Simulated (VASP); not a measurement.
Energy against volume of CdTe (zinc blende). Level of theory: revTPSS meta-GGA, VASP's PBE PAW potentials (set 64) (plane waves; VASP).

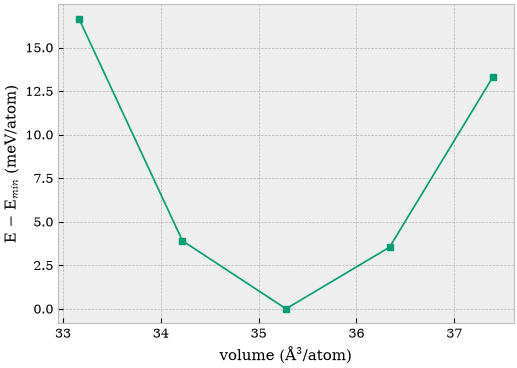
Energy against volume

Problem. Estimate the equilibrium volume and the bulk modulus.

Solution. The minimum lies near 35.3 Å³/atom, and the curvature gives B0 of about 37 GPa.

Measured: bulk modulus 43.7 GPa (computed value off by -14.2 %), as given by Elmahjoubi et al., (2023), arXiv:2303.01780; a 6.480 Å (computed value off by +1.2 %), as given by M J Lucero et al., Journal of Physics Condensed Matter (2012), arXiv:1111.4515. The calculation is for a static lattice, while the measured bulk modulus, a hold thermal and zero-point effects, which are part of the difference.

The compound is CdTe in the zinc blende structure. It was relaxed first.
